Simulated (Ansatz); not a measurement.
CH₆ClGa: nudged elastic band

System: CH₆ClGa.
Method: RKS PBE0-D4/def2-SVP (Ansatz 0.2.0).

It belongs to a series of runs on one base structure; here: band between the two ends.

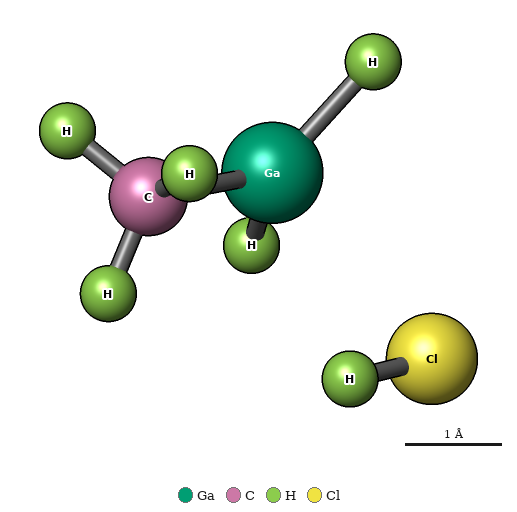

*The starting structure (ball-and-stick view, seen at a tilt). Sticks mark near contacts.*

Input file:
```yaml
crystal:
  periodic: [false, false, false]
  atoms:
    - { symbol: Ga, position_ang: [0.002029, 0.029639, 0.249212] }
    - { symbol: C, position_ang: [0.035607, 0.293853, 2.212119] }
    - { symbol: H, position_ang: [-0.908641, -0.005479, 2.694166] }
    - { symbol: H, position_ang: [0.87326, -0.235342, 2.69343] }
    - { symbol: H, position_ang: [0.17391, 1.367388, 2.426491] }
    - { symbol: H, position_ang: [1.359301, -0.089493, -0.541156] }
    - { symbol: H, position_ang: [-1.3465, 0.236539, -0.538286] }
    - { symbol: Cl, position_ang: [-0.331099, -2.729324, 0.604749] }
    - { symbol: H, position_ang: [-0.362067, -2.569683, 1.883574] }
basis:
  gaussian: { orbitals: def2-SVP }
hamiltonian:
  xc: pbe0
  dispersion: d4
neb:
  order_check: false
  images: 5
  f_tol: 0.05
  max_iterations: 60
  final_atoms:
    - { symbol: Ga, position_ang: [-0.0756791, -0.5891379, -0.37478292] }
    - { symbol: C, position_ang: [-0.02086193, -0.09967625, 2.64509842] }
    - { symbol: H, position_ang: [-0.9071111, 0.11787328, 3.2547372] }
    - { symbol: H, position_ang: [0.87667368, -0.13431489, 3.27574628] }
    - { symbol: H, position_ang: [0.10265453, 0.70789178, 1.9067121] }
    - { symbol: H, position_ang: [1.4022595, -0.10485982, -0.48339129] }
    - { symbol: H, position_ang: [-1.40396521, 0.21977161, -0.48494705] }
    - { symbol: Cl, position_ang: [-0.32476747, -2.73676455, -0.22196346] }
    - { symbol: H, position_ang: [-0.15340292, -1.08268525, 2.16708971] }
  initial_path:
    images:
      - { positions_ang: [[0.002029, 0.029639, 0.249212], [0.035607, 0.293853, 2.212119], [-0.908641, -0.005479, 2.694166], [0.87326, -0.235342, 2.69343], [0.17391, 1.367388, 2.426491], [1.359301, -0.089493, -0.541156], [-1.3465, 0.236539, -0.538286], [-0.331099, -2.729324, 0.604749], [-0.362067, -2.569683, 1.883574]] }
      - { positions_ang: [[0.00119057, 0.01272563, 0.1639685], [0.02478268, 0.20133265, 2.24913888], [-0.93810511, -0.09804402, 2.69613989], [0.838392, -0.38744203, 2.69691998], [0.19577549, 1.25876864, 2.50996193], [1.35882831, -0.07259344, -0.62525315], [-1.35143165, 0.14815798, -0.62198581], [-0.33187646, -2.61791747, 0.68086841], [-0.30175582, -2.14688993, 1.93454038]] }
      - { positions_ang: [[0.00035214, -0.00418774, 0.07872501], [0.01395836, 0.1088123, 2.28615875], [-0.96756921, -0.19060904, 2.69811377], [0.803524, -0.53954207, 2.70040997], [0.21764098, 1.15014929, 2.59343285], [1.35835561, -0.05569389, -0.7093503], [-1.3563633, 0.05977695, -0.70568562], [-0.33265392, -2.50651094, 0.75698782], [-0.24144465, -1.72409686, 1.98550676]] }
      - { positions_ang: [[-0.00048629, -0.02110111, -0.00651849], [0.00313403, 0.01629194, 2.32317863], [-0.99703332, -0.28317406, 2.70008766], [0.768656, -0.6916421, 2.70389995], [0.23950646, 1.04152993, 2.67690378], [1.35788292, -0.03879433, -0.79344745], [-1.36129495, -0.02860407, -0.78938544], [-0.33343137, -2.39510442, 0.83310723], [-0.18113347, -1.30130379, 2.03647313]] }
      - { positions_ang: [[-0.02555056, -0.21044671, -0.1292733], [-0.00486462, -0.02236412, 2.43048523], [-0.96705925, -0.14949162, 2.88497084], [0.80466189, -0.50586636, 2.89451539], [0.19388915, 0.93031721, 2.42017322], [1.37267511, -0.06081616, -0.6900954], [-1.37551837, 0.05418782, -0.68790597], [-0.33054341, -2.50899113, 0.481417], [-0.17188995, -1.22843094, 2.08001199]] }
      - { positions_ang: [[-0.05061483, -0.3997923, -0.25202811], [-0.01286327, -0.06102018, 2.53779183], [-0.93708517, -0.01580917, 3.06985402], [0.84066779, -0.32009062, 3.08513084], [0.14827184, 0.81910449, 2.16344266], [1.3874673, -0.08283799, -0.58674335], [-1.38974179, 0.13697972, -0.58642651], [-0.32765544, -2.62287784, 0.12972677], [-0.16264644, -1.1555581, 2.12355085]] }
      - { positions_ang: [[-0.0756791, -0.5891379, -0.37478292], [-0.02086193, -0.09967625, 2.64509842], [-0.9071111, 0.11787328, 3.2547372], [0.87667368, -0.13431489, 3.27574628], [0.10265453, 0.70789178, 1.9067121], [1.4022595, -0.10485982, -0.48339129], [-1.40396521, 0.21977161, -0.48494705], [-0.32476747, -2.73676455, -0.22196346], [-0.15340292, -1.08268525, 2.16708971]] }
```

Run as:
```bash
ansatz run input.yaml --threads 2 --pin off --max-ram 3072MiB --backend cpu --events-out ev --progress --plain --runs-dir out
```

The program's output:
```
Engine: ansatz 0.2.0, aarch64-unknown-linux-gnu
Functional definition: PBE0
  parameter a = 0.25
  parameter kappa = 0.804
  parameter beta = 0.06672455060314922
  exchange = (1 - a)*pbe_x(kappa = kappa, mu = beta*pi^2/3) + a*exact_x
  correlation = pbe_c(beta = beta)
1002 factors; integrals over basis functions are off by at most 5.4e-4 eV
mean field evaluation 1: about -66006.4113 eV, gradient 4.6e1 eV
mean field evaluation 2: about -66003.9491 eV, gradient 5.4e1 eV
mean field evaluation 4: about -66011.3400 eV, gradient 1.1e0 eV
mean field evaluation 8: about -66011.3528 eV, gradient 1.8e-2 eV
mean field -66011.35278294 eV, -2425.8724706711 hartree, gradient 5.5e-5 eV, S^2 0.000000; 0 other end points of the search recorded, 0 dependent functions left out
the calculation of the forces begins
reference -66011.35281106 eV, -2425.8724717043 hartree; 30, 30 occupied and 64, 64 virtual orbitals, 1002 factors
1002 factors; integrals over basis functions are off by at most 1.2e-3 eV
mean field evaluation 16: about -66012.7546 eV, gradient 3.3e0 eV
mean field -66012.77514155 eV, -2425.9247413860 hartree, gradient 4.8e-5 eV, S^2 0.000000; 0 other end points of the search recorded, 0 dependent functions left out
[... from here on the field's lines of each further geometry are left out, up to the last ...]
NEB iter   1: max|band force component| = 7.591e0 eV/Å  barrier→ = 1.5294 eV  barrier← = 2.9407 eV  Δτ_max = 0.2000 Å  (174 SCF iters)
NEB iter   2: max|band force component| = 2.459e0 eV/Å  barrier→ = 0.7981 eV  barrier← = 2.2093 eV  Δτ_max = 0.2000 Å  (138 SCF iters)
NEB iter   3: max|band force component| = 1.512e0 eV/Å  barrier→ = 0.3674 eV  barrier← = 1.7787 eV  Δτ_max = 0.1312 Å  (133 SCF iters)
NEB iter   4: max|band force component| = 9.304e-1 eV/Å  barrier→ = 0.2199 eV  barrier← = 1.6312 eV  Δτ_max = 0.0461 Å  (129 SCF iters)
NEB iter   5: max|band force component| = 3.743e-1 eV/Å  barrier→ = 0.1826 eV  barrier← = 1.5939 eV  CI = image 2  Δτ_max = 0.2000 Å  (127 SCF iters)
NEB iter   6: max|band force component| = 1.125e0 eV/Å  barrier→ = 0.2942 eV  barrier← = 1.7055 eV  CI = image 2  Δτ_max = 0.1007 Å  (129 SCF iters)
NEB iter   7: max|band force component| = 7.607e-1 eV/Å  barrier→ = 0.3169 eV  barrier← = 1.7282 eV  CI = image 2  Δτ_max = 0.0647 Å  (131 SCF iters)
NEB iter   8: max|band force component| = 1.909e-1 eV/Å  barrier→ = 0.3302 eV  barrier← = 1.7415 eV  CI = image 2  Δτ_max = 0.0422 Å  (124 SCF iters)
NEB iter   9: max|band force component| = 7.255e-2 eV/Å  barrier→ = 0.3216 eV  barrier← = 1.7329 eV  CI = image 2  Δτ_max = 0.0162 Å  (123 SCF iters)
NEB iter  10: max|band force component| = 7.600e-2 eV/Å  barrier→ = 0.3215 eV  barrier← = 1.7328 eV  CI = image 2  Δτ_max = 0.0035 Å  (116 SCF iters)
the calculation of the forces begins
reference -66012.74947673 eV, -2425.9237982212 hartree; 30, 30 occupied and 64, 64 virtual orbitals, 1002 factors
1002 factors; integrals over basis functions are off by at most 9.1e-4 eV
mean field -66011.02343346 eV, -2425.8603673011 hartree, gradient 1.6e-5 eV, S^2 0.000000; 1 other end points of the search recorded, 0 dependent functions left out
the calculation of the forces begins
reference -66011.02346175 eV, -2425.8603683405 hartree; 30, 30 occupied and 64, 64 virtual orbitals, 1002 factors
NEB iter  11: max|band force component| = 2.202e-2 eV/Å  barrier→ = 0.3214 eV  barrier← = 1.7327 eV  CI = image 2  Δτ_max = 0.0000 Å  (225 SCF iters)
```

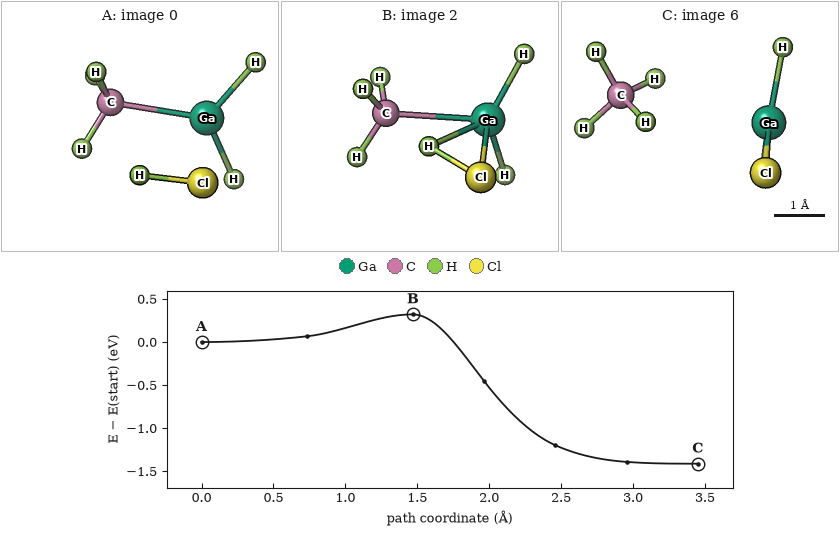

*Images of the last band (counted from 0; ball-and-stick, seen at an oblique angle) above the energy along the path; the line is a cubic interpolation that uses the forces.*

The highest image is number 2, 0.321 eV above the start and 1.733 eV above the end (the climbing image); the end lies 1.411 eV below the start. The path is 3.45 Å long. The band converged in 11 iterations.

```
Total energy: -66011.17308008 eV, -2425.8658667128 hartree
Atom 0 at    -0.049981    -0.191052     0.152950 Å, force    -0.004952    -0.008510     0.010037 eV/Å
Atom 1 at    -0.031833    -0.027960     2.243626 Å, force    -0.003936     0.001982    -0.003976 eV/Å
Atom 2 at    -1.016163    -0.036863     2.732709 Å, force     0.001333     0.001167     0.002224 eV/Å
Atom 3 at     0.712042    -0.512610     2.897234 Å, force    -0.001487     0.000880     0.001694 eV/Å
Atom 4 at     0.298469     1.027217     2.193360 Å, force     0.002810    -0.002619    -0.002355 eV/Å
Atom 5 at     1.373307    -0.061267    -0.467490 Å, force     0.005149     0.001853    -0.001663 eV/Å
Atom 6 at    -1.438986     0.198401    -0.435157 Å, force    -0.001503     0.001285    -0.000576 eV/Å
Atom 7 at    -0.241049    -2.644110     0.752286 Å, force     0.000582    -0.002336    -0.006289 eV/Å
Atom 8 at    -0.110007    -1.453658     1.614780 Å, force     0.002005     0.006299     0.000905 eV/Å
Dipole moment:     0.040575     0.314220     0.270773 e Å
this run last wrote the band of iteration 11 to [file]
```

The last band as extended XYZ (Å, eV, eV/Å):
```
9
Properties=species:S:1:pos:R:3:forces:R:3 image=0 energy=-66011.49449
Ga    0.0020    0.0296    0.2492   -0.0011  -0.0007   0.0122
C     0.0356    0.2939    2.2121    0.0001   0.0055  -0.0028
H    -0.9086   -0.0055    2.6942   -0.0025  -0.0023  -0.0040
H     0.8733   -0.2353    2.6934    0.0023  -0.0023  -0.0036
H     0.1739    1.3674    2.4265    0.0000  -0.0005  -0.0016
H     1.3593   -0.0895   -0.5412   -0.0021  -0.0012   0.0000
H    -1.3465    0.2365   -0.5383    0.0024   0.0001   0.0001
Cl   -0.3311   -2.7293    0.6047    0.0010   0.0001  -0.0173
H    -0.3621   -2.5697    1.8836   -0.0001   0.0013   0.0170
9
Properties=species:S:1:pos:R:3:forces:R:3 image=1 energy=-66011.42705
Ga   -0.0293   -0.0236    0.2191    0.0053   0.0489   0.0187
C    -0.0088    0.1642    2.2049    0.0048   0.0521  -0.0112
H    -0.9947    0.0103    2.6722    0.0057   0.0107  -0.0153
H     0.7407   -0.4551    2.7298    0.0089   0.0156  -0.0474
H     0.2835    1.2069    2.4125   -0.0069   0.0510   0.0632
H     1.3486   -0.0833   -0.5333   -0.0084  -0.0006  -0.0178
H    -1.3897    0.2127   -0.5294    0.0122   0.0019  -0.0254
Cl   -0.2963   -2.7407    0.7280   -0.0100  -0.0273  -0.0096
H    -0.1583   -1.9932    1.7806   -0.0117  -0.1524   0.0450
9
Properties=species:S:1:pos:R:3:forces:R:3 image=2 energy=-66011.17305
Ga   -0.0500   -0.1911    0.1530   -0.0050  -0.0085   0.0100
C    -0.0318   -0.0280    2.2436   -0.0039   0.0020  -0.0040
H    -1.0162   -0.0369    2.7327    0.0013   0.0012   0.0022
H     0.7120   -0.5126    2.8972   -0.0015   0.0009   0.0017
H     0.2985    1.0272    2.1934    0.0028  -0.0026  -0.0024
H     1.3733   -0.0613   -0.4675    0.0051   0.0019  -0.0017
H    -1.4390    0.1984   -0.4352   -0.0015   0.0013  -0.0006
Cl   -0.2410   -2.6441    0.7523    0.0006  -0.0023  -0.0063
H    -0.1100   -1.4537    1.6148    0.0020   0.0063   0.0009
9
Properties=species:S:1:pos:R:3:forces:R:3 image=3 energy=-66011.94934
Ga   -0.0633   -0.3579    0.0326   -0.0605  -0.8564  -0.5820
C    -0.0411   -0.1189    2.3272   -0.0285  -0.3918   0.3531
H    -1.0299   -0.0655    2.7906   -0.0421  -0.0022   0.2621
H     0.7242   -0.5026    3.0068    0.0620   0.1119   0.5280
H     0.2788    0.9187    2.0931   -0.0297  -0.4771  -0.5597
H     1.3782   -0.0130   -0.4375    0.0341   0.0649   0.1136
H    -1.4433    0.2186   -0.3973   -0.0035   0.0530   0.1487
Cl   -0.2232   -2.6393    0.5529   -0.0120  -0.0080  -0.8147
H    -0.0845   -1.1420    1.7159    0.0802   1.5058   0.5508
9
Properties=species:S:1:pos:R:3:forces:R:3 image=4 energy=-66012.69209
Ga   -0.0846   -0.5049   -0.1369   -0.0161  -0.2429  -0.2721
C    -0.0234   -0.1174    2.4558    0.0144   0.0050   0.2037
H    -1.0120   -0.0178    2.9144    0.0046   0.0848   0.1799
H     0.7477   -0.4154    3.1733    0.0153   0.1536   0.2753
H     0.2770    0.8384    2.0008   -0.0168  -0.1210  -0.1510
H     1.3632   -0.0137   -0.4395   -0.0021  -0.0082   0.0155
H    -1.4487    0.2176   -0.3580    0.0144  -0.0172   0.0392
Cl   -0.2434   -2.6746    0.2657   -0.0149  -0.0604  -0.4412
H    -0.0800   -1.0141    1.8087    0.0013   0.2063   0.1507
9
Properties=species:S:1:pos:R:3:forces:R:3 image=5 energy=-66012.88518
Ga   -0.0981   -0.5675   -0.2731   -0.0013  -0.0182  -0.0406
C    -0.0096   -0.1035    2.5632    0.0005   0.0033   0.0328
H    -0.9842    0.0838    3.0294    0.0047   0.0292   0.0330
H     0.7640   -0.2718    3.3226    0.0023   0.0443   0.0447
H     0.2799    0.7679    1.9570   -0.0031  -0.0203  -0.0129
H     1.3554   -0.0475   -0.4867    0.0003  -0.0076  -0.0105
H    -1.4528    0.1987   -0.3563    0.0014  -0.0086  -0.0028
Cl   -0.2748   -2.7252   -0.0516   -0.0028  -0.0151  -0.0933
H    -0.0839   -1.0368    1.9798   -0.0020  -0.0068   0.0496
9
Properties=species:S:1:pos:R:3:forces:R:3 image=6 energy=-66012.90575
Ga   -0.0757   -0.5891   -0.3748    0.0003   0.0100  -0.0045
C    -0.0209   -0.0997    2.6451    0.0018   0.0245  -0.0040
H    -0.9071    0.1179    3.2547   -0.0026  -0.0069  -0.0061
H     0.8767   -0.1343    3.2757    0.0007  -0.0064  -0.0057
H     0.1027    0.7079    1.9067    0.0006   0.0022   0.0073
H     1.4023   -0.1049   -0.4834   -0.0094  -0.0037   0.0013
H    -1.4040    0.2198   -0.4849    0.0097  -0.0053   0.0035
Cl   -0.3248   -2.7368   -0.2220   -0.0001  -0.0014   0.0010
H    -0.1534   -1.0827    2.1671   -0.0011  -0.0130   0.0072
```

Results in brief:

| quantity | value |
| --- | --- |
| outcome | converged |
| barrier, forward | 0.321 eV |
| barrier, backward | 1.733 eV |
| hardware | 2 threads of Arm Neoverse N1, 54 GiB of memory available, shared host |
| wall time | 4.1 min (CPU time 7.2 min) |
| peak memory | 0.21 GiB |

The order of the saddle point was not checked.
